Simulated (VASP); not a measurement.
Band structure of HfO2 (fluorite). Level of theory: revTPSS meta-GGA, VASP's PBE PAW potentials (set 64) (plane waves; VASP).

Unless said otherwise, spin-orbit coupling is left out, though it shifts the bands of the heavy elements here.

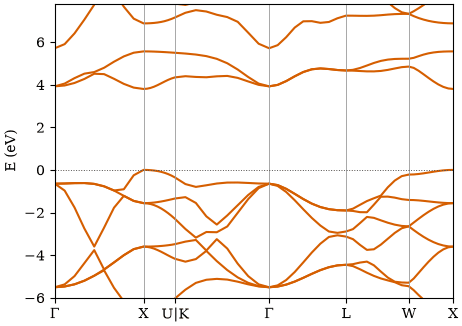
Bands along high-symmetry lines, zero at the valence-band maximum or, without a gap, the Fermi level

Q: Read the plot: is there a gap, and where are the band edges?

A: The gap is direct, 3.80 eV, from the valence maximum at X to the conduction minimum at X.

The compound is HfO2 in the fluorite structure, the high-temperature cubic form, which is unstable at 0 K; the monoclinic form is the stable one. It was relaxed first.
